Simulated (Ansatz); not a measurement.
Frequency calculation of C2H3F3

- system: C2H3F3
- method: HF/6-31G*, RHF (Ansatz 0.2.0)

The geometry was optimised with HF/6-31G*. Figures and captions count atoms from 1; the log counts them from 0 in places.

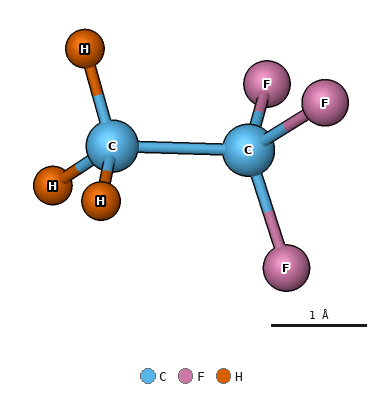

**Figure 1.** The input geometry (ball-and-stick view, seen at a tilt). Bond lengths as drawn: C–C 1.50 Å, C–F 1.32 Å and C–H 1.08 Å.

Key numbers:

- outcome: converged
- total energy: −375.820365 hartree
- basis functions: 81
- largest force: 0.000 eV/Å
- zero-point energy: 0.056872 hartree
- dipole moment: 2.26 D
- wavenumbers, lowest and highest: 250 and 3330 cm⁻¹
- hardware: 1 thread of Intel Xeon (Sapphire Rapids), 64 GiB of memory available, shared host
- wall time: 44 s
- peak memory: 0.18 GiB

The input:
```yaml
crystal:
  periodic: [false, false, false]
  atoms:
    - {symbol: C, position_ang: [-0.614039, -0.141190, 0.470450]}
    - {symbol: C, position_ang: [0.561037, 0.110596, -0.426357]}
    - {symbol: F, position_ang: [1.681029, -0.376352, 0.087381]}
    - {symbol: F, position_ang: [0.397940, -0.451605, -1.614950]}
    - {symbol: F, position_ang: [0.752959, 1.405903, -0.628273]}
    - {symbol: H, position_ang: [-0.443281, 0.332103, 1.427772]}
    - {symbol: H, position_ang: [-0.737364, -1.206469, 0.610462]}
    - {symbol: H, position_ang: [-1.506079, 0.269814, 0.017713]}
basis:
  gaussian:
    orbitals: "6-31G*"
hamiltonian:
  xc: hf
phonons:
  temperatures: {t_min: 298.15, t_max: 298.15, t_step: 1}
```

Launch command:
```bash
ansatz run molecule.yaml --threads 1 --pin off --max-ram 3480MiB --events-out events.jsonl --progress --plain --runs-dir runs
```

What the program printed:
```
Functional definition: HF
  name "HF"
  exchange = exact_x
  correlation = 0
836 factors; integrals over basis functions are off by at most 3.7e-4 eV
mean field evaluation 1: about -10223.1666 eV, gradient 4.2e1 eV
mean field evaluation 2: about -10223.2373 eV, gradient 4.2e1 eV
mean field evaluation 4: about -10226.5574 eV, gradient 3.2e0 eV
mean field evaluation 8: about -10226.5931 eV, gradient 1.0e-4 eV
mean field -10226.59312280 eV, -375.8203654292 hartree, gradient 7.9e-6 eV, S^2 0.000000; 0 other end points of the search recorded, 0 dependent functions left out
the calculation of the forces begins
reference -10226.59312280 eV, -375.8203654292 hartree; 21, 21 occupied and 60, 60 virtual orbitals, 836 factors
these checks for a lower state are left out or cut short: stability, starts, cluster_reference, orbital_swaps, neighbouring_geometries, increment
836 factors; integrals over basis functions are off by at most 3.7e-4 eV
mean field evaluation 16: about -10226.5929 eV, gradient 1.3e-6 eV
mean field -10226.59292860 eV, -375.8203582925 hartree, gradient 2.3e-6 eV, S^2 0.000000; 0 other end points of the search recorded, 0 dependent functions left out
[... from here on the field's lines of each further geometry are left out, up to the last ...]
the calculation of the forces begins
reference -10226.59308684 eV, -375.8203641077 hartree; 21, 21 occupied and 60, 60 virtual orbitals, 836 factors
these checks for a lower state are left out or cut short: stability, starts, cluster_reference, orbital_swaps, neighbouring_geometries, increment
836 factors; integrals over basis functions are off by at most 3.7e-4 eV
mean field -10226.59308831 eV, -375.8203641617 hartree, gradient 1.4e-6 eV, S^2 0.000000; 0 other end points of the search recorded, 0 dependent functions left out
the calculation of the forces begins
reference -10226.59308831 eV, -375.8203641617 hartree; 21, 21 occupied and 60, 60 virtual orbitals, 836 factors
Total energy: -10226.59312280 eV, -375.8203654292 hartree
Atom 0 at    -0.614039    -0.141190     0.470450 Å, force    -0.000184    -0.000092     0.000188 eV/Å
Atom 1 at     0.561037     0.110596    -0.426357 Å, force     0.000042     0.000014    -0.000028 eV/Å
Atom 2 at     1.681029    -0.376352     0.087381 Å, force    -0.000183     0.000022     0.000004 eV/Å
Atom 3 at     0.397940    -0.451605    -1.614950 Å, force    -0.000032     0.000015     0.000090 eV/Å
Atom 4 at     0.752959     1.405903    -0.628273 Å, force    -0.000070    -0.000084     0.000067 eV/Å
Atom 5 at    -0.443281     0.332103     1.427772 Å, force     0.000264     0.000190     0.000101 eV/Å
Atom 6 at    -0.737364    -1.206469     0.610462 Å, force     0.000178    -0.000225    -0.000119 eV/Å
Atom 7 at    -1.506079     0.269814     0.017713 Å, force    -0.000016     0.000161    -0.000302 eV/Å
Dipole moment:    -0.369105    -0.079088     0.281697 e Å
Vibrations: 250.37 391.46 391.46 584.84 584.85 646.04 908.15 1094.50 1094.51 1414.00 1414.01 1429.24 1600.56 1627.10 1627.10 3245.94 3329.95 3329.96 cm⁻¹, zero-point energy 1.547573 eV
```

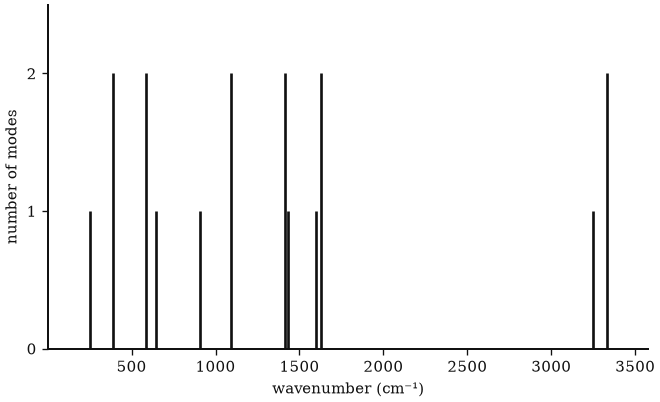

**Figure 2.** Harmonic vibrational wavenumbers from the force constants; neighbouring modes closer than 14 cm⁻¹ are counted in one stick. 18 modes from 250 to 3330 cm⁻¹, none imaginary.

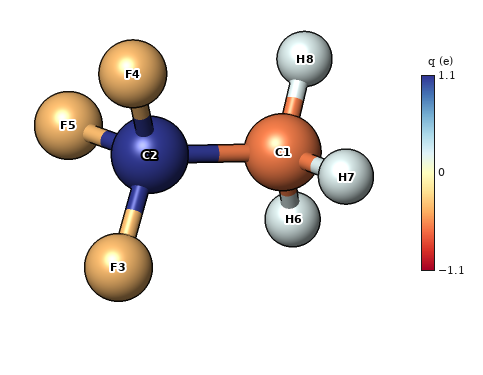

**Figure 3.** Mulliken charges, as the colour of each atom (ball-and-stick view, seen at an oblique angle; atoms are numbered from 1 in the order of the input). By element: C −0.59 to +1.08, F −0.36 and H +0.20 e.
